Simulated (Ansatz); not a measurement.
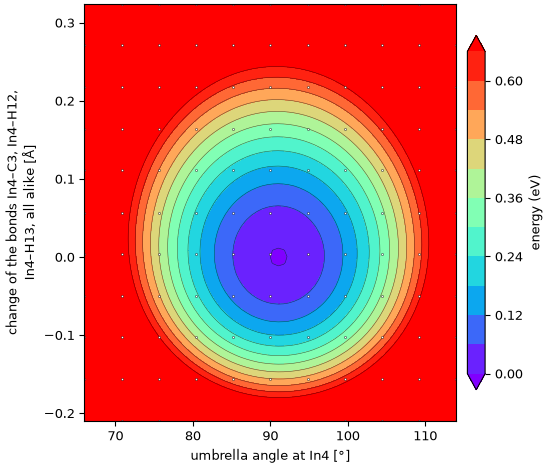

C₂H₉InSi, SMILES [SiH3]C[CH2][InH2]. Coordinates scanned: (1) umbrella angle at In4 (between each of its bonds and their common axis; 90 is planar); (2) change of the bonds In4–C3, In4–H12, In4–H13, all alike. Nothing is relaxed (all other coordinates rigid). The grid has 11 × 11 points. Points are written as (first, second). Energies are in eV, from the lowest grid point. Theory: RKS PBE-D4/def2-SVP in Ansatz.

In the figure: filled contours, dots at the grid points, one colour for all values above the top of the scale. Between grid points the surface is interpolated.

Estimate the position of the minimum and the force constants in these coordinates.

The interpolated minimum is at the first coordinate ≈ 91.1°, the second coordinate ≈ 0.000 Å. The curvatures there are about 12 eV/rad² and 32 eV/Å², with a cross term of about 0 eV/(rad·Å). Round the minimum the two coordinates are nearly uncoupled.
